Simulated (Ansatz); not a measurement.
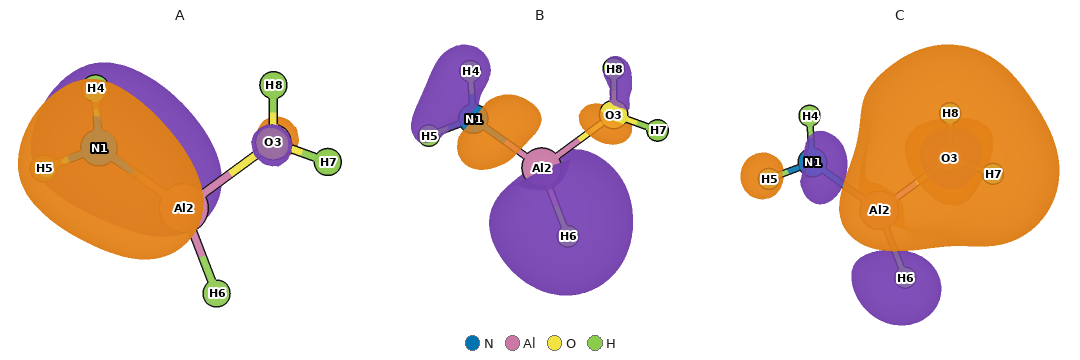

Figure. AlH5NO (charge +1). Three frontier orbitals at ±0.08 Å⁻³ᐟ² (orange and purple are the two phases), in no order.

The calculation used RKS BLYP-D4/cc-pVDZ in Ansatz.

```xyz
8

N    -1.0416    0.6793   -0.9342
Al    0.1035    0.6911    0.4031
O     0.8568   -1.0921    0.5500
H    -1.2778   -0.1026   -1.5542
H    -1.5840    1.5067   -1.2113
H     0.7640    1.5532    1.5249
H     1.5339   -1.3516    1.2162
H     0.6452   -1.8841    0.0054
```

Order the three orbitals by energy and name them.

Answer. B is the HOMO−1 (−13.38 eV). It lies mainly on H6 (about 45 %), Al2 (about 35 %) and N1 (about 10 %); it is symmetric in the molecular plane (an in-plane orbital: σ, lone-pair or in-plane π type). A is the HOMO (−10.89 eV). It lies mainly on N1 (about 70 %) and Al2 (about 20 %); it changes sign across the molecular plane (π type). C is the LUMO (−6.50 eV). Its weight (Hirshfeld) is mainly on Al2 (about 30 %), O3 (about 20 %), H8 (about 20 %), H7 (about 15 %) and H6 (about 5 %); it is symmetric in the molecular plane (an in-plane orbital: σ, lone-pair or in-plane π type).

What is the HOMO–LUMO gap?

Answer. 4.39 eV between the orbital energies.
